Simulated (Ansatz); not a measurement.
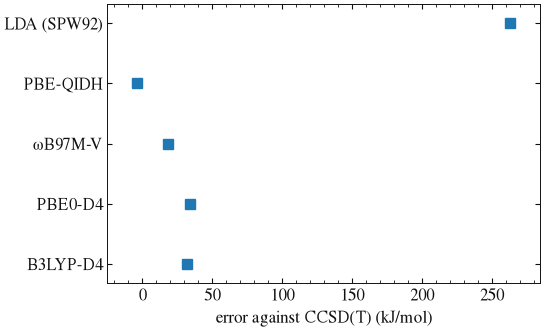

Error in the electronic atomisation energy (method less reference, so positive means overbinding) of CH₂O, SMILES [CH2][O], triplet: functionals in def2-TZVPP against frozen-core CCSD(T) at the limit (scheme: direct), which gives 1250.2 kJ/mol, at a PBE0-D4/def2-TZVP geometry (a minimum by its frequencies), no zero-point or spin-orbit term, the Ansatz code. The reference leaves out core correlation, a term that grows with the number of heavy atoms. PBE-QIDH holds a correlation term that converges slowly with the basis, so part of the distance to the limit is basis error. No dispersion term is added to PBE-QIDH.

Question: What range do the values span?

Answer: From −3.7 kJ/mol (PBE-QIDH) to 263.3 kJ/mol (LDA (SPW92)).

Question: Give the values.

Answer:
```tsv
level	kJ/mol
LDA (SPW92)	263.3
PBE-QIDH	−3.7
ωB97M-V	18.0
PBE0-D4	33.8
B3LYP-D4	32.2
```

Limits of at least one run: other spin states weren't compared here.
